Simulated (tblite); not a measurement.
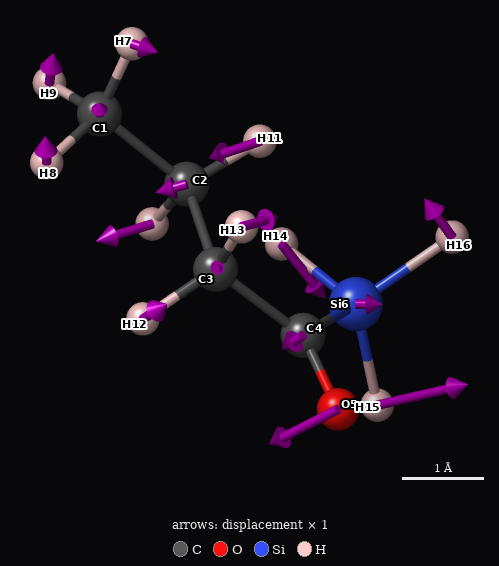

A relaxation of C4H10OSi. The starting structure is drawn; purple arrows show the displacements, at their true length. The two geometries are superimposed by the best rigid fit.

The picture is a ball-and-stick view, seen from a free direction.

Method: GFN2-xTB geometry optimisation, gas phase in tblite 0.8.0. 

Question: What happened in the run?

Answer: The atom that moves furthest after the best rigid fit is an H atom (1.38 Å). By element the largest moves are H 1.38 Å, O 1.22 Å, C 0.43 Å, Si 0.34 Å. Among the contacts that change: C–Si 2.885 → 3.368 Å, C–Si 1.843 → 1.927 Å, C–C 1.491 → 1.524 Å, C–H 1.117 → 1.087 Å. Among the angles between lasting bonds that change: C–Si–H 114.1° → 107.7°, H–Si–H 105.3° → 111.2°, C–C–H 113.2° → 107.3°. Groups turn about C–Si by about 70°, C–C by about 60°, C–C by about 25°. Over 145 geometry steps the energy falls by 15.2 kcal/mol. Cost: 0.67 s on 1 thread of Arm Neoverse V2, with other jobs on the host.
